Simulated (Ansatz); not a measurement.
# Cl₂H₄SiSn: a ladder of functionals and wavefunction methods, part 2 of 2

Ansatz 0.2.0, Gaussian basis; functionals in def2-TZVPP, the program's frozen cores in correlated methods. The steps go on from the part before.

**14. CAM-B3LYP-D4 (range-separated)**

in.yaml reads:

```yaml
crystal:
  periodic: [false, false, false]
  atoms:
    - {symbol: Si, position_ang: [-0.414005, 1.324309, -0.168892]}
    - {symbol: Sn, position_ang: [0.175070, -1.130316, 0.263935]}
    - {symbol: Cl, position_ang: [2.333130, -1.193084, 1.144368]}
    - {symbol: Cl, position_ang: [0.306368, -2.199369, -1.803962]}
    - {symbol: H, position_ang: [-0.417249, 2.043287, 1.128537]}
    - {symbol: H, position_ang: [-1.755379, 1.382303, -0.799487]}
    - {symbol: H, position_ang: [0.624005, 1.867302, -1.075550]}
    - {symbol: H, position_ang: [-0.759839, -2.151531, 1.255151]}
basis:
  gaussian: {orbitals: def2-TZVPP}
hamiltonian: {xc: {name: CAM-B3LYP}, dispersion: d4}
output: {orbitals: {seedname: orbitals}}
```

Launch:

```console
ansatz run in.yaml --threads 4 --pin off --events-out ev --progress --plain --max-ram 10444MiB
```

The program printed (excerpt; [...] marks lines left out):

```text
Functional definition: CAM-B3LYP
  name "CAM-B3LYP"
  cite "Yanai, Tew & Handy, Chem. Phys. Lett. 393, 51 (2004) doi:10.1016/j.cplett.2004.06.011"
  cite "Iikura, Tsuneda, Yanai & Hirao, J. Chem. Phys. 115, 3540 (2001) doi:10.1063/1.1383587"
  cite "Becke, Phys. Rev. A 38, 3098 (1988) doi:10.1103/PhysRevA.38.3098"
  cite "Lee, Yang & Parr, Phys. Rev. B 37, 785 (1988) doi:10.1103/PhysRevB.37.785"
  cite "Vosko, Wilk & Nusair, Can. J. Phys. 58, 1200 (1980) doi:10.1139/p80-159"
[...]
  # Exact exchange under (alpha + beta erf(omega r))/r, Becke's under what is left of 1/r.
[...]
1585 factors; their error is unknown
321 factors; integrals over basis functions are off by at most 1.2e-5 eV
[...]
mean field -38823.52674840 eV, -1426.7382924722 hartree, gradient 4.7e-5 eV, S^2 0.000000; 0 other end points of the search recorded, 0 dependent functions left out
reference -38823.52689953 eV, -1426.7382980261 hartree; 37, 37 occupied and 195, 195 virtual orbitals, 1585 factors
Total energy: -38823.74539650 eV, -1426.7463276414 hartree
```

Wall time 3.7 s (4 threads of Arm Neoverse V2, shared host); peak memory 0.78 GiB.

With the free atoms at this level, -38801.807 eV in sum, the atomisation energy is 2116.7 kJ/mol. HOMO -9.52 eV, LUMO -0.43 eV.

**15. LC-ωPBE (range-separated)**

Edit in.yaml of step 14 so:

```diff
@@ -13,3 +13,3 @@
   gaussian: {orbitals: def2-TZVPP}
-hamiltonian: {xc: {name: CAM-B3LYP}, dispersion: d4}
+hamiltonian: {xc: {name: LC-wPBE}}
 output: {orbitals: {seedname: orbitals}}
```

The command is unchanged.

The program printed (excerpt; [...] marks lines left out):

```text
Functional definition: LC-wPBE
  name "LC-wPBE"
  cite "Vydrov & Scuseria, J. Chem. Phys. 125, 234109 (2006) doi:10.1063/1.2409292"
  cite "Heyd & Scuseria, J. Chem. Phys. 120, 7274 (2004) doi:10.1063/1.1668634"
  cite "Ernzerhof & Perdew, J. Chem. Phys. 109, 3313 (1998) doi:10.1063/1.476928"
  cite "Perdew, Burke & Ernzerhof, Phys. Rev. Lett. 77, 3865 (1996) doi:10.1103/PhysRevLett.77.3865"
  parent pbe
[...]
1500 factors; their error is unknown
426 factors; integrals over basis functions are off by at most 3.1e-5 eV
[...]
mean field -38814.82058079 eV, -1426.4183467137 hartree, gradient 4.0e-5 eV, S^2 0.000000; 0 other end points of the search recorded, 0 dependent functions left out
reference -38814.82058080 eV, -1426.4183467140 hartree; 37, 37 occupied and 195, 195 virtual orbitals, 1500 factors
Total energy: -38814.82058080 eV, -1426.4183467140 hartree
```

Run time: 2.5 s. Hardware: 4 threads of Arm Neoverse V2, shared host; peak memory 0.46 GiB.

Atomisation energy: 2087.3 kJ/mol (free atoms -38793.187 eV, run apart). HOMO -10.83 eV, LUMO 0.74 eV.

**16. ωB97X-V (range-separated)**

Edit in.yaml of step 15 so:

```diff
@@ -13,3 +13,3 @@
   gaussian: {orbitals: def2-TZVPP}
-hamiltonian: {xc: {name: LC-wPBE}}
+hamiltonian: {xc: {name: wB97X-V}}
 output: {orbitals: {seedname: orbitals}}
```

Launched as before.

The program printed (excerpt; [...] marks lines left out):

```text
Functional definition: wB97X-V
  name "wB97X-V"
  cite "Mardirossian & Head-Gordon, Phys. Chem. Chem. Phys. 16, 9904 (2014) doi:10.1039/C3CP54374A"
  cite "Becke, J. Chem. Phys. 107, 8554 (1997) doi:10.1063/1.475007"
  cite "Vydrov & Van Voorhis, J. Chem. Phys. 133, 244103 (2010) doi:10.1063/1.3521275"
[...]
      + integral(e_c_pw_opposite_spin*poly(b97_u_opposite, cos0, cos1)) + vv10(b, c)
1579 factors; their error is unknown
302 factors; integrals over basis functions are off by at most 2.5e-5 eV
[...]
mean field -38817.74349062 eV, -1426.5257616689 hartree, gradient 4.2e-5 eV, S^2 0.000000; 0 other end points of the search recorded, 0 dependent functions left out
reference -38817.74348822 eV, -1426.5257615804 hartree; 37, 37 occupied and 195, 195 virtual orbitals, 1579 factors
Total energy: -38817.74348822 eV, -1426.5257615804 hartree
```

Wall time 8 s (4 threads of Arm Neoverse V2, shared host); peak memory 0.85 GiB.

Atomisation energy: 2161.1 kJ/mol (free atoms -38795.346 eV, run apart). HOMO -10.50 eV, LUMO 0.64 eV.

**17. ωB97M-V (range-separated)**

Edit in.yaml of step 16 so:

```diff
@@ -13,3 +13,3 @@
   gaussian: {orbitals: def2-TZVPP}
-hamiltonian: {xc: {name: wB97X-V}}
-output: {orbitals: {seedname: orbitals}}
+hamiltonian: {xc: {name: wB97M-V}}
+output: {forces: true, orbitals: {seedname: orbitals}}
```

The command is unchanged.

The program printed (excerpt; [...] marks lines left out):

```text
Functional definition: wB97M-V
  name "wB97M-V"
  cite "Mardirossian & Head-Gordon, J. Chem. Phys. 144, 214110 (2016) doi:10.1063/1.4952647"
  cite "Becke, J. Chem. Phys. 107, 8554 (1997) doi:10.1063/1.475007"
  cite "Vydrov & Van Voorhis, J. Chem. Phys. 133, 244103 (2010) doi:10.1063/1.3521275"
  # Of w^i u^j: cxij and so on, Table III.
[...]
  gx(w, u) = 1 - cx + cx01*u + cx10*w
  gss(w, u) = css00 + css04*u^4 + css10*w + css20*w^2 + css43*w^4*u^3
  gos(w, u) = cos00 + cos10*w + (cos20 + cos21*u)*w^2 + (cos60 + cos61*u)*w^6
[...]
      + integral(e_c_pw_mod_opposite_spin*gos(b97_w_opposite, b97_u_opposite)) + vv10(b, c)
1579 factors; their error is unknown
302 factors; integrals over basis functions are off by at most 2.5e-5 eV
[...]
mean field -38819.72433566 eV, -1426.5985563812 hartree, gradient 5.0e-5 eV, S^2 0.000000; 0 other end points of the search recorded, 0 dependent functions left out
[...]
reference -38819.72439478 eV, -1426.5985585539 hartree; 37, 37 occupied and 195, 195 virtual orbitals, 1579 factors
Total energy: -38819.72439478 eV, -1426.5985585539 hartree
Atom 0 at    -0.414005     1.324309    -0.168892 Å, force    -0.011153     0.043449    -0.007197 eV/Å
Atom 1 at     0.175070    -1.130316     0.263935 Å, force    -0.094058     0.033769     0.053224 eV/Å
Atom 2 at     2.333130    -1.193084     1.144368 Å, force    -0.016987    -0.002855    -0.016292 eV/Å
Atom 3 at     0.306368    -2.199369    -1.803962 Å, force     0.007887     0.009536     0.020173 eV/Å
Atom 4 at    -0.417249     2.043287     1.128537 Å, force     0.000557    -0.089425    -0.158746 eV/Å
Atom 5 at    -1.755379     1.382303    -0.799487 Å, force     0.164665    -0.008312     0.077431 eV/Å
Atom 6 at     0.624005     1.867302    -1.075550 Å, force    -0.125407    -0.069951     0.111167 eV/Å
Atom 7 at    -0.759839    -2.151531     1.255151 Å, force     0.074496     0.083788    -0.079759 eV/Å
Dipole moment:    -0.520333     0.476527     0.195062 e Å
```

Run time: 12 s. Hardware: 4 threads of Arm Neoverse V2, shared host; peak memory 0.94 GiB.

Atomisation energy: 2134.4 kJ/mol (free atoms -38797.602 eV, run apart). HOMO -10.30 eV, LUMO 0.44 eV.

**18. B2PLYP (double hybrid)**

Edit in.yaml of step 17 so:

```diff
@@ -13,3 +13,2 @@
   gaussian: {orbitals: def2-TZVPP}
-hamiltonian: {xc: {name: wB97M-V}}
-output: {forces: true, orbitals: {seedname: orbitals}}
+hamiltonian: {xc: {name: B2PLYP}}
```

Launched as before.

The program printed (excerpt; [...] marks lines left out):

```text
Functional definition: B2PLYP
  name "B2PLYP"
  cite "Grimme, J. Chem. Phys. 124, 034108 (2006) doi:10.1063/1.2148954"
  cite "Becke, Phys. Rev. A 38, 3098 (1988) doi:10.1103/PhysRevA.38.3098"
  cite "Lee, Yang & Parr, Phys. Rev. B 37, 785 (1988) doi:10.1103/PhysRevB.37.785"
[...]
1505 factors; integrals over basis functions are off by at most 9.1e-4 eV
[...]
mean field -38799.61965210 eV, -1425.8597228877 hartree, gradient 2.6e-6 eV, S^2 0.000000; 0 other end points of the search recorded, 0 dependent functions left out
19 core orbitals not correlated: weight in the atoms' cores, before any rotation towards them, 1.000 or more for the frozen orbitals, at most 0.000 for the correlated occupied ones
reference -38799.61984872 eV, -1425.8597301137 hartree; 18, 18 occupied and 195, 195 virtual orbitals, 1505 factors
second order -27.17784297 eV of doubles, -0.00000000 eV of singles
Total energy: -38806.95786633 eV, -1426.1293972867 hartree
```

Wall time 5.5 s (4 threads of Arm Neoverse V2, shared host); peak memory 0.61 GiB.

Atomisation energy: 2079.7 kJ/mol (free atoms -38785.404 eV, run apart).

**19. PBE-QIDH (double hybrid)**

Edit in.yaml of step 18 so:

```diff
@@ -13,2 +13,2 @@
   gaussian: {orbitals: def2-TZVPP}
-hamiltonian: {xc: {name: B2PLYP}}
+hamiltonian: {xc: {name: PBE-QIDH}}
```

The command is unchanged.

The program printed (excerpt; [...] marks lines left out):

```text
Functional definition: PBE-QIDH
  name "PBE-QIDH"
  cite "Brémond, Sancho-García, Pérez-Jiménez & Adamo, J. Chem. Phys. 141, 031101 (2014) doi:10.1063/1.4890314"
  cite "Perdew, Burke & Ernzerhof, Phys. Rev. Lett. 77, 3865 (1996) doi:10.1103/PhysRevLett.77.3865"
[...]
1505 factors; integrals over basis functions are off by at most 9.1e-4 eV
[...]
mean field -38791.09086667 eV, -1425.5462958042 hartree, gradient 2.6e-6 eV, S^2 0.000000; 0 other end points of the search recorded, 0 dependent functions left out
19 core orbitals not correlated: weight in the atoms' cores, before any rotation towards them, 1.000 or more for the frozen orbitals, at most 0.000 for the correlated occupied ones
reference -38791.09088173 eV, -1425.5462963579 hartree; 18, 18 occupied and 195, 195 virtual orbitals, 1505 factors
second order -25.27742895 eV of doubles, -0.00000000 eV of singles
Total energy: -38799.51669138 eV, -1425.8559391514 hartree
```

Wall time 5.5 s (4 threads of Arm Neoverse V2, shared host); peak memory 0.61 GiB.

Atomisation energy: 2106.6 kJ/mol (free atoms -38777.683 eV, run apart).

**20. Frontier levels by functional**

Dipoles come from the runs that computed forces. Levels are read from the orbital files that the runs wrote:

```csv
functional,HOMO (eV),LUMO (eV),gap (eV),dipole (D)
LDA (SPW92),-7.19,-2.56,4.62,
PBE-D4,-7.08,-2.30,4.78,3.29
revPBE-D4,-7.04,-2.21,4.83,
BLYP-D4,-6.93,-2.22,4.70,
r2SCAN-D4,-7.39,-2.05,5.34,3.46
B97M-V,-7.52,-2.05,5.47,
PBE0-D4,-8.28,-1.42,6.86,
B3LYP-D4,-8.05,-1.69,6.36,3.47
r2SCANh-D4,-7.83,-1.74,6.09,
r2SCAN0-D4,-8.47,-1.27,7.20,
HSE06-D4,-7.88,-1.79,6.10,
BHLYP-D4,-9.31,-0.47,8.84,
CAM-B3LYP-D4,-9.52,-0.43,9.09,
LC-ωPBE,-10.83,0.74,11.58,
ωB97X-V,-10.50,0.64,11.14,
ωB97M-V,-10.30,0.44,10.74,3.52
```

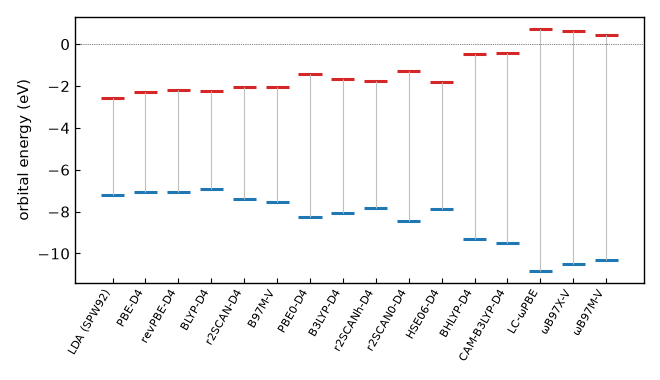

Highest occupied (blue) and lowest empty (red) level by functional.

**21. CCSD(T) in def2-SVP**

Edit in.yaml of step 19 so:

```diff
@@ -12,3 +12,3 @@
 basis:
-  gaussian: {orbitals: def2-TZVPP}
-hamiltonian: {xc: {name: PBE-QIDH}}
+  gaussian: {orbitals: def2-SVP}
+correlation: {method: ccsd_t}
```

The command is unchanged.

The program printed (excerpt; [...] marks lines left out):

```text
Functional definition: HF
  name "HF"
  cite "Fock, Z. Phys. 61, 126 (1930) doi:10.1007/BF01340294"
  parent pbe
[...]
1030 factors; integrals over basis functions are off by at most 1.1e-3 eV
[...]
mean field -38730.38640503 eV, -1423.3154479860 hartree, gradient 7.7e-6 eV, S^2 0.000000; 0 other end points of the search recorded, 0 dependent functions left out
19 core orbitals not correlated: weight in the atoms' cores, before any rotation towards them, 1.000 or more for the frozen orbitals, at most 0.000 for the correlated occupied ones
reference -38730.38640503 eV, -1423.3154479860 hartree; 18, 18 occupied and 63, 63 virtual orbitals, 1030 factors
second order -12.77990644 eV of doubles, -0.00000000 eV of singles
cycle   1  -13.91712771 eV  change    -1.1e0 eV  update   8.6e-2
[...]
cycle   8  -14.36801097 eV  change   -2.2e-5 eV  update   2.4e-5
perturbative correction -0.33968715 eV, -0.0124832726 hartree
Total energy: -38745.09410315 eV, -1423.8559459228 hartree
```

Wall time 3.5 s (4 threads of Arm Neoverse V2, shared host); peak memory 0.39 GiB.

**22. CCSD(T) in def2-TZVPP**

Edit in.yaml of step 21 so:

```diff
@@ -12,3 +12,4 @@
 basis:
-  gaussian: {orbitals: def2-SVP}
+  gaussian: {orbitals: def2-TZVPP}
 correlation: {method: ccsd_t}
+output: {orbitals: {seedname: orbitals}}
```

Launched as before.

The program printed (excerpt; [...] marks lines left out):

```text
Functional definition: HF
  name "HF"
  cite "Fock, Z. Phys. 61, 126 (1930) doi:10.1007/BF01340294"
  parent pbe
[...]
1505 factors; integrals over basis functions are off by at most 9.1e-4 eV
[...]
mean field -38742.11057877 eV, -1423.7463034242 hartree, gradient 8.5e-6 eV, S^2 0.000000; 0 other end points of the search recorded, 0 dependent functions left out
19 core orbitals not correlated: weight in the atoms' cores, before any rotation towards them, 1.000 or more for the frozen orbitals, at most 0.000 for the correlated occupied ones
reference -38742.11057877 eV, -1423.7463034242 hartree; 18, 18 occupied and 195, 195 virtual orbitals, 1505 factors
second order -22.42469659 eV of doubles, -0.00000000 eV of singles
cycle   1  -23.16408712 eV  change   -7.4e-1 eV  update   1.1e-1
[...]
cycle   8  -23.82912190 eV  change   -4.6e-6 eV  update   3.7e-5
perturbative correction -0.87291161 eV, -0.0320789101 hartree
Total energy: -38766.81261229 eV, -1424.6540864122 hartree
```

It took 2 min on 4 threads of Arm Neoverse V2, shared host; peak memory 4 GiB.

**23. MP2 in def2-QZVPP**

Edit in.yaml of step 22 so:

```diff
@@ -12,4 +12,3 @@
 basis:
-  gaussian: {orbitals: def2-TZVPP}
-correlation: {method: ccsd_t}
-output: {orbitals: {seedname: orbitals}}
+  gaussian: {orbitals: "def2-QZVPP.json"}
+correlation: {method: mp2}
```

Launched as before.

The program printed:

```text
Functional definition: HF
  name "HF"
  cite "Fock, Z. Phys. 61, 126 (1930) doi:10.1007/BF01340294"
  parent pbe
  exchange = exact_x
  correlation = 0
2453 factors; integrals over basis functions are off by at most 8.1e-4 eV
mean field evaluation 1: about -38741.0588 eV, gradient 2.2e1 eV
mean field evaluation 2: about -38741.1651 eV, gradient 2.2e1 eV
mean field evaluation 4: about -38743.0752 eV, gradient 2.8e0 eV
mean field evaluation 8: about -38743.1200 eV, gradient 2.2e-1 eV
mean field -38743.12022831 eV, -1423.7834073604 hartree, gradient 2.9e-6 eV, S^2 0.000000; 0 other end points of the search recorded, 0 dependent functions left out
19 core orbitals not correlated: weight in the atoms' cores, before any rotation towards them, 1.000 or more for the frozen orbitals, at most 0.000 for the correlated occupied ones
reference -38743.12022831 eV, -1423.7834073604 hartree; 18, 18 occupied and 375, 375 virtual orbitals, 2453 factors
second order -29.58879677 eV of doubles, -0.00000000 eV of singles
Total energy: -38772.70902509 eV, -1424.8707755859 hartree
```

Wall time 14 s (4 threads of Arm Neoverse V2, shared host); peak memory 1.9 GiB.

The pieces so far (eV):

```csv
basis,HF,MP2 correlation,CCSD correlation,(T),total
def2-SVP,-38730.3864,-12.7799,-14.3680,-0.3397,-38745.0941
def2-TZVPP,-38742.1106,-22.4247,-23.8291,-0.8729,-38766.8126
def2-QZVPP,-38743.1202,-29.5888,,,-38772.7090 (MP2)
```

The report of the def2-TZVPP run gives T1 = 0.0116.

**24. The basis-set limit**

No new run: Hartree-Fock is extrapolated as exp(−7.88√X) and correlation as X^−2.97, with X = 3 and 4; only MP2 was run in the larger set, so CCSD(T) minus MP2 is added from the smaller one.

```csv
level,energy at the limit (eV)
HF,-38743.2593
MP2,-38778.1548
CCSD,-38779.5593
CCSD(T),-38780.4322
```

This is no true limit for total energies: MP2 correlation changes by a factor of 1.32 from triple to quadruple zeta (about 1.07 in light molecules), because outer-core shells are correlated in sets not made for them. Much of that cancels between molecule and atoms or ions.

**25. RPA on PBE orbitals**

Edit in.yaml of step 23 so:

```diff
@@ -12,3 +12,4 @@
 basis:
-  gaussian: {orbitals: "def2-QZVPP.json"}
-correlation: {method: mp2}
+  gaussian: {orbitals: def2-TZVPP}
+hamiltonian: {xc: pbe}
+correlation: {method: rpa}
```

Launched as before.

The program printed (excerpt; [...] marks lines left out):

```text
Functional definition: PBE
  name "PBE"
  cite "Perdew, Burke & Ernzerhof, Phys. Rev. Lett. 77, 3865 (1996) doi:10.1103/PhysRevLett.77.3865"
  parent pbe
[...]
1505 factors; integrals over basis functions are off by at most 9.1e-4 eV
[...]
mean field -38808.48436394 eV, -1426.1854950392 hartree, gradient 6.4e-6 eV, S^2 0.000000; 0 other end points of the search recorded, 0 dependent functions left out
19 core orbitals not correlated: weight in the atoms' cores, before any rotation towards them, 1.000 or more for the frozen orbitals, at most 0.000 for the correlated occupied ones
reference -38740.36111324 eV, -1423.6820117518 hartree; 18, 18 occupied and 195, 195 virtual orbitals, 1505 factors
Total energy: -38776.85783579 eV, -1425.0232415669 hartree
```

It took 4.7 s on 4 threads of Arm Neoverse V2, shared host; peak memory 0.53 GiB.

RPA correlation: -36.497 eV. No RPA run of the hydrogen atom was made, so RPA has no atomisation energy below.

**26. All levels against the reference**

Free atoms (1 Si, 1 Sn, 2 Cl, 4 H) were run apart at each level; the atomisation energy is their sum less the molecule, without zero-point or spin-orbit terms.

Differences are taken before rounding.

```csv
method,rung,"atoms, summed (eV)",atomisation energy (kJ/mol),from CCSD(T)/CBS (kJ/mol),time
LDA (SPW92),LDA,-38675.712,2387.4,+233.3,1.1 s
PBE-D4,GGA,-38786.772,2117.8,-36.3,2.3 s
revPBE-D4,GGA,-38797.111,2072.9,-81.2,1.9 s
BLYP-D4,GGA,-38800.018,2084.1,-70.0,1.9 s
r2SCAN-D4,meta-GGA,-38800.865,2137.8,-16.3,4.7 s
B97M-V,meta-GGA,-38792.185,2180.4,+26.3,8.5 s
PBE0-D4,hybrid,-38790.026,2109.4,-44.7,3.1 s
B3LYP-D4,hybrid,-38805.129,2109.2,-44.9,4.8 s
r2SCANh-D4,hybrid,-38800.551,2127.9,-26.2,5.5 s
r2SCAN0-D4,hybrid,-38800.098,2114.5,-39.6,5.5 s
HSE06-D4,hybrid,-38789.362,2109.6,-44.5,3.5 s
BHLYP-D4,hybrid,-38799.941,2089.5,-64.6,3.3 s
CAM-B3LYP-D4,range-separated,-38801.807,2116.7,-37.4,3.7 s
LC-ωPBE,range-separated,-38793.187,2087.3,-66.8,2.5 s
ωB97X-V,range-separated,-38795.346,2161.1,+7.0,8 s
ωB97M-V,range-separated,-38797.602,2134.4,-19.6,12 s
B2PLYP,double hybrid,-38785.404,2079.7,-74.4,5.5 s
PBE-QIDH,double hybrid,-38777.683,2106.6,-47.5,5.5 s
HF/def2-TZVPP,wavefunction,-38725.713,1582.1,-572.0,
MP2/def2-TZVPP,wavefunction,-38743.062,2071.8,-82.2,
CCSD/def2-TZVPP,wavefunction,-38744.761,2043.4,-110.7,
CCSD(T)/def2-SVP,wavefunction,-38724.876,1950.7,-203.4,3.5 s
CCSD(T)/def2-TZVPP,wavefunction,-38745.305,2075.1,-79.0,2 min
MP2/CBS,wavefunction,-38755.863,2150.8,-3.3,
CCSD(T)/CBS,wavefunction,-38758.107,2154.1,0,2.3 min
```

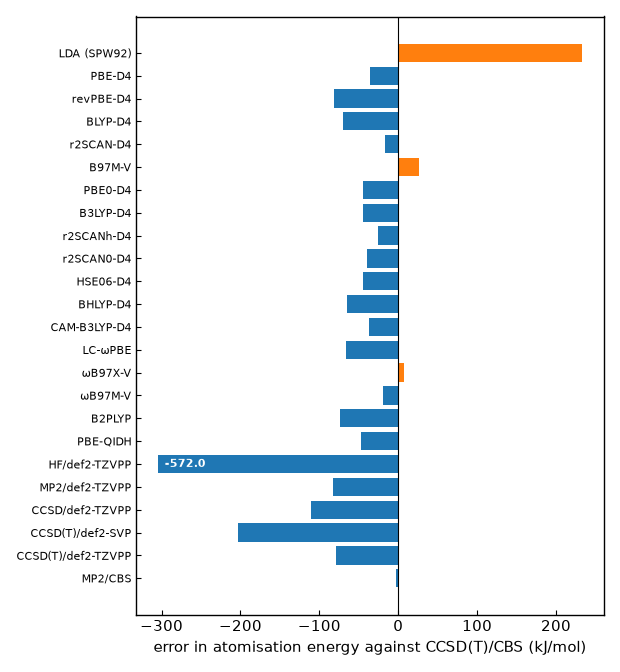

Deviations from CCSD(T)/CBS, method by method. Bars with a number in them are cut short.

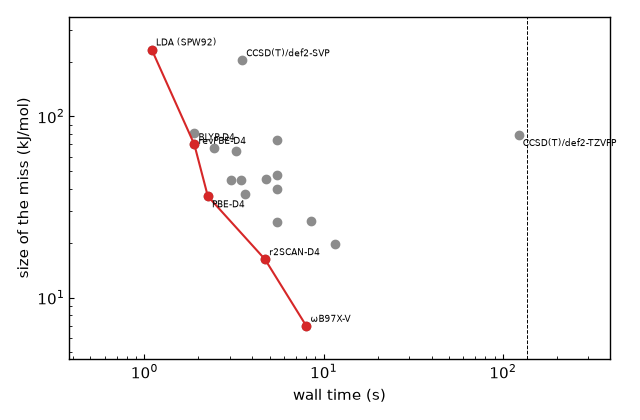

Miss against cost. Red marks the levels that no quicker level drawn beats (of those quicker than the yardstick), and the dashed line is the time of CCSD(T)/CBS. Only those levels and the largest misses are named. Times are from a shared host.

LDA (SPW92), LC-ωPBE, B2PLYP, PBE-QIDH carry no dispersion term (for B3LYP, D4 adds 37.4 kJ/mol).

Times are those of the molecule's run; HF, MP2 and CCSD come out of the CCSD(T) runs, and the limit's time is the sum of the runs that it needs.

**27. Results**

What follows sums up all 2 parts.

| quantity | value |
| --- | --- |
| atomisation energy, CCSD(T)/CBS | 2154.1 kJ/mol |
| functionals within 21.5 kJ/mol (1.0 %) | r2SCAN-D4, ωB97X-V, ωB97M-V |
| farthest beyond LDA | revPBE-D4 (-81.2 kJ/mol) |
| mean size of error, GGA | 62.5 kJ/mol |
| mean size of error, meta-GGA | 21.3 kJ/mol |
| mean size of error, hybrid | 44.1 kJ/mol |
| mean size of error, range-separated | 32.7 kJ/mol |
| mean size of error, double hybrid | 61.0 kJ/mol |
| gap, smallest and largest | 4.62 eV (LDA (SPW92)), 11.58 eV (LC-ωPBE) |
| T1 diagnostic | 0.0116 |
| triples share of the correlation energy | 3.5 % |

What this shows: The LDA atomisation energy is off by 233.3 kJ/mol (11 %): it overbinds. PBE-D4 misses by -36.3 kJ/mol. Double hybrids carry the basis error of their MP2 part in triple zeta, and no dispersion term here, so their miss is partly the set-up's. By mean error the best rung here is meta-GGA (21.3 kJ/mol) and the worst beyond LDA is GGA (62.5 kJ/mol). The reference freezes the cores and leaves out spin-orbit coupling and excitations past (T), and its outer-core shells are covered unevenly, so misses under about 21.5 kJ/mol can't be ranked. All levels share the lack of spin-orbit coupling, which lowers the free heavy atoms and so the true binding. Hartree-Fock recovers 73 % of the binding; the rest is correlation. CCSD(T) in def2-SVP is off by -203.4 kJ/mol, which most functionals beat. The gap grows from 4.6 to 11.6 eV across the functionals, mostly with the share of exact exchange. Correlated methods include outer-core shells of Sn, which these sets cover unevenly.

ωB97X-V reaches 7.0 kJ/mol from the reference in 8 s, where CCSD(T)/CBS took 2.3 min; the quickest level in the cost chart, LDA (SPW92), takes 1.1 s and misses by 233.3 kJ/mol.
